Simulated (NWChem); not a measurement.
**[SiH3]+ (SMILES [SiH3+]): levels of theory compared**

Aim: a comparison of 4 runs (HF/3-21G, HF/def2-SVP, TPSS/6-31G*, PBE0/def2-SVP) of [SiH3]+. 

Program for the calculation: NWChem 7.3.0.

1 further run of the same task is left out (set aside as unsound or not needed).

### 1 Starting point

[SiH3]+: 4 atoms, total charge +1, spin state singlet. As SMILES, `[SiH3+]`. The shape is that of a PBE0-D4/def2-TZVP optimisation.

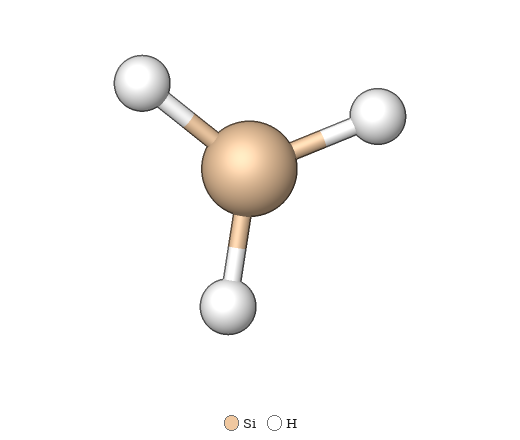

The structure, seen from a chosen angle (silicon light orange, hydrogen white).

### 2 Energy and gradient at HF/3-21G (run 1)

geom.nw

```
start geom
title "H3Si"
memory stack 880 mb heap 220 mb global 1100 mb
charge 1

geometry units angstrom noautosym nocenter noautoz
  Si       0.000000       0.000000       0.000000
  H        0.686900       0.675400       1.113000
  H       -0.118400      -1.467200      -0.009900
  H       -0.568500       0.791700      -1.103100
end

basis spherical bse
  * library 3-21G
end

scf
  singlet
  rhf
  thresh 1e-08
  maxiter 80
  noprint "final vectors analysis"
end

task scf gradient
```

Command:

```sh
nwchem geom.nw > geom.out
```

Log:

```text
[...]
  functions       =    19
[...]
  wavefunction    = RHF
[...]
         Total SCF energy =   -288.798269094615
      One-electron energy =   -426.630296714438
      Two-electron energy =    122.110576394044
 Nuclear repulsion energy =     15.721451225779
        Time for solution =      0.1s
[...]
                         RHF ENERGY GRADIENTS
    atom               coordinates                        gradient
                 x          y          z           x          y          z
   1 Si      0.000000   0.000000   0.000000    0.000002   0.000006   0.000004
   2 H       1.298053   1.276321   2.103265    0.001666   0.001634   0.002699
   3 H      -0.223744  -2.772606  -0.018708   -0.000287  -0.003559  -0.000023
   4 H      -1.074309   1.496096  -2.084557   -0.001381   0.001920  -0.002680
[...]
```

Wall time 0.66 s (1 thread of Intel Xeon 6975P-C (Granite Rapids), shared host); peak memory 0.1 GiB.

### 3 Energy and gradient at HF/def2-SVP (run 2)

h3si.nw

```
echo
start h3si
title "H3Si"
memory 2200 mb
charge 1
geometry units angstrom noautosym nocenter noautoz
   Si     0.000000     0.000000     0.000000
   H      0.686900     0.675400     1.113000
   H     -0.118400    -1.467200    -0.009900
   H     -0.568500     0.791700    -1.103100
end
basis "ao basis" spherical bse
   * library def2-SVP
end
scf
   thresh 1e-08
   maxiter 80
end
task scf gradient
```

Command:

```sh
nwchem h3si.nw > h3si.out
```

Log:

```text
[...]
  functions       =    33
[...]
  wavefunction    = RHF
[...]
         Total SCF energy =   -290.254498943588
      One-electron energy =   -428.308767008463
      Two-electron energy =    122.332816839096
 Nuclear repulsion energy =     15.721451225779
        Time for solution =      0.3s
[...]
                         RHF ENERGY GRADIENTS
    atom               coordinates                        gradient
                 x          y          z           x          y          z
   1 Si      0.000000   0.000000   0.000000    0.000002   0.000007   0.000004
   2 H       1.298053   1.276321   2.103265    0.002329   0.002286   0.003774
   3 H      -0.223744  -2.772606  -0.018708   -0.000401  -0.004977  -0.000033
   4 H      -1.074309   1.496096  -2.084557   -0.001930   0.002684  -0.003745
[...]
```

It took 1 s on 1 thread of Intel Xeon 6975P-C (Granite Rapids), shared host; peak memory 0.098 GiB.

### 4 Energy and gradient at TPSS/6-31G(d) (spherical functions) (run 3)

test.nw

```
start test
memory 2200 mb
charge 1

geometry units angstroms noautosym nocenter noautoz
Si     0.000000     0.000000     0.000000
H      0.686900     0.675400     1.113000
H     -0.118400    -1.467200    -0.009900
H     -0.568500     0.791700    -1.103100
end

basis spherical bse
* library 6-31G*
end

dft
xc xtpss03 ctpss03
grid xfine
convergence energy 1e-08
maxiter 100
mulliken
end

task dft gradient
```

Command:

```sh
nwchem test.nw > test.out
```

Log:

```text
[...]
          Wavefunction type:  closed shell.
          No. of atoms     :     4
          No. of electrons :    16
[...]
          Charge           :     1
          Spin multiplicity:     1
[...]
          AO basis - number of functions:    24
[...]
              XC Information
              --------------
                  TPSS metaGGA Exchange Functional  1.000
             TPSS03 metaGGA Correlation Functional  1.000
[...]
 d= 0,ls=0.0,diis     1   -290.8865185927 -3.07D+02  3.19D-02  5.47D-01     0.5
[...]
 d= 0,ls=0.0,diis     6   -290.9356597973 -5.93D-10  1.93D-07  2.28D-11     2.3
         Total DFT energy =     -290.935659797344
      One electron energy =     -428.557604536311
           Coulomb energy =      143.649882472321
    Exchange-Corr. energy =      -21.749388959133
 Nuclear repulsion energy =       15.721451225779
[...]
      Total Density - Mulliken Population Analysis
     ---------------------------------------------
    Atom       Charge   Shell Charges
 -----------   ------   -------------------------------------------------------
    1 Si  14    13.22   2.00  2.00  5.96  1.19  1.67  0.20  0.10  0.10
    2 H    1     0.93   0.49  0.44
    3 H    1     0.93   0.49  0.44
    4 H    1     0.93   0.49  0.44
[...]
  wavefunction    = closed shell
                         DFT ENERGY GRADIENTS
    atom               coordinates                        gradient
                 x          y          z           x          y          z
   1 Si      0.000000   0.000000   0.000000    0.000002   0.000006   0.000004
   2 H       1.298053   1.276321   2.103265    0.000250   0.000242   0.000405
   3 H      -0.223744  -2.772606  -0.018708   -0.000043  -0.000535  -0.000003
   4 H      -1.074309   1.496096  -2.084557   -0.000209   0.000288  -0.000406
[...]
```

It took 3.6 s on 1 thread of Intel Xeon 6975P-C (Granite Rapids), shared host; peak memory 0.12 GiB.

### 5 Energy and gradient at PBE0/def2-SVP (run 4)

m1.nw

```
start m1
title "H3Si"
memory 2200 mb
charge 1
geometry units angstrom noautosym nocenter noautoz
 Si     0.000000     0.000000     0.000000
 H      0.686900     0.675400     1.113000
 H     -0.118400    -1.467200    -0.009900
 H     -0.568500     0.791700    -1.103100
end
basis "ao basis" spherical bse
 * library def2-SVP
end
dft
 xc pbe0
 grid xfine
 convergence energy 1e-08
 maxiter 100
 mulliken
end
task dft gradient
```

Command:

```sh
nwchem m1.nw > m1.out
```

Log:

```text
[...]
          Wavefunction type:  closed shell.
          No. of atoms     :     4
          No. of electrons :    16
[...]
          Charge           :     1
          Spin multiplicity:     1
[...]
          AO basis - number of functions:    33
[...]
              XC Information
              --------------
                         PBE0 Method XC Functional
                     Hartree-Fock (Exact) Exchange  0.250
          PerdewBurkeErnzerhof Exchange Functional  0.750
            Perdew 1991 LDA Correlation Functional  1.000 local
           PerdewBurkeErnz. Correlation Functional  1.000 non-local
[...]
 d= 0,ls=0.0,diis     1   -290.6489402284 -3.06D+02  2.70D-02  7.55D-01     0.4
[...]
 d= 0,ls=0.0,diis     6   -290.7045250960 -1.07D-10  9.84D-08  5.06D-12     1.9
         Total DFT energy =     -290.704525095956
      One electron energy =     -428.437605948973
           Coulomb energy =      143.591411088103
    Exchange-Corr. energy =      -21.579781460866
 Nuclear repulsion energy =       15.721451225779
[...]
      Total Density - Mulliken Population Analysis
     ---------------------------------------------
    Atom       Charge   Shell Charges
 -----------   ------   -------------------------------------------------------
    1 Si  14    13.26   2.00  1.99  1.23  0.16  5.93  1.16  0.71  0.09
    2 H    1     0.91   0.70  0.20  0.01
    3 H    1     0.91   0.70  0.20  0.01
    4 H    1     0.91   0.70  0.20  0.01
[...]
  wavefunction    = closed shell
                         DFT ENERGY GRADIENTS
    atom               coordinates                        gradient
                 x          y          z           x          y          z
   1 Si      0.000000   0.000000   0.000000    0.000002   0.000006   0.000004
   2 H       1.298053   1.276321   2.103265   -0.001218  -0.001202  -0.001973
   3 H      -0.223744  -2.772606  -0.018708    0.000210   0.002600   0.000018
   4 H      -1.074309   1.496096  -2.084557    0.001005  -0.001404   0.001951
[...]
```

Run time: 3.3 s. Hardware: 1 thread of Intel Xeon 6975P-C (Granite Rapids), shared host; peak memory 0.12 GiB.

### 6 Overview of the runs

```csv
run,level,iteration cap,module,energy (Eh),largest force (eV/Å),wall time
1,HF/3-21G,80,scf,-288.798269,0.184,0.66 s
2,HF/def2-SVP,80,scf,-290.254499,0.257,1 s
3,TPSS/6-31G* (spherical functions),100,dft,-290.935660,0.028,3.6 s
4,PBE0/def2-SVP,100,dft,-290.704525,0.134,3.3 s
```

### 7 Summary of results

| quantity | value |
| --- | --- |
| run 4: total energy | -290.70453 Eh |
| run 4: HOMO energy | -17.72 eV |
| run 4: LUMO energy | -10.29 eV |
| run 4: HOMO–LUMO gap | 7.43 eV |
| run 4: largest force on an atom | 0.134 eV/Å |

Over runs 2, 3, 4 the HOMO–LUMO gap runs from 5.65 eV (TPSS/6-31G*) to 14.38 eV (HF/def2-SVP). The two ends differ in method and basis. Totals of different functionals can't be ranked against each other. All runs together took 8.6 s, the longest 3.6 s.
